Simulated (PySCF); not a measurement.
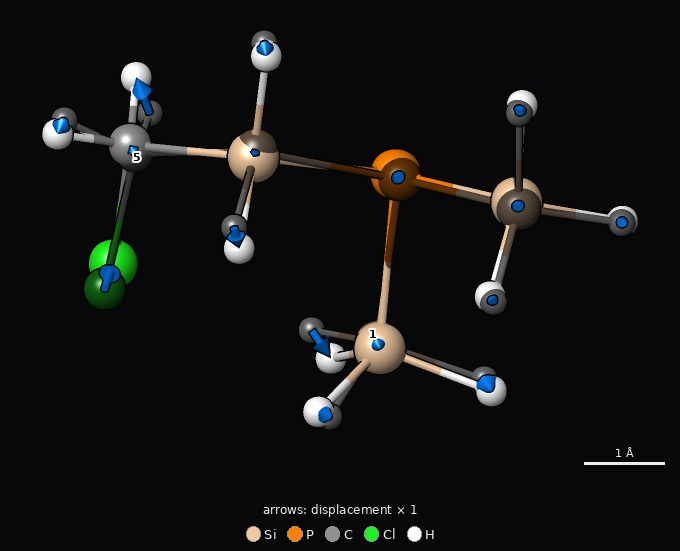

This is a relaxation of CH10ClPSi3. The starting structure is drawn faded, the final one solid; blue arrows show the displacements, at their true length. The two geometries are superimposed by the best rigid fit.

Style: ball-and-stick. Shown from a free direction.

The start comes from GFN2-xTB.

These are results of PBE0-D3(BJ)/def2-SVP geometry optimisation, gas phase (PySCF 2.14.0, density-fitted response routines), not measurements. 

What happened in the run?

Answer. After 10 geometry steps the energy has fallen by 3.67 kcal/mol. The largest force component goes from 0.65 to 0.0044 eV/Å. The atom that moves furthest after the best rigid fit is the Cl atom (0.62 Å). By element the largest moves are Cl 0.62 Å, H 0.57 Å, P 0.19 Å, Si 0.16 Å, C 0.14 Å. Some distances before and after: P–Si 2.215 → 2.252 Å, H–Si 1.464 → 1.497 Å, P–Si 2.239 → 2.268 Å, C–Si 1.910 → 1.894 Å. Among the angles between lasting bonds that change: Si–P–Si 102.6° → 95.1°, Si–P–Si 104.8° → 100.1°, Si–P–Si 99.8° → 96.3°.
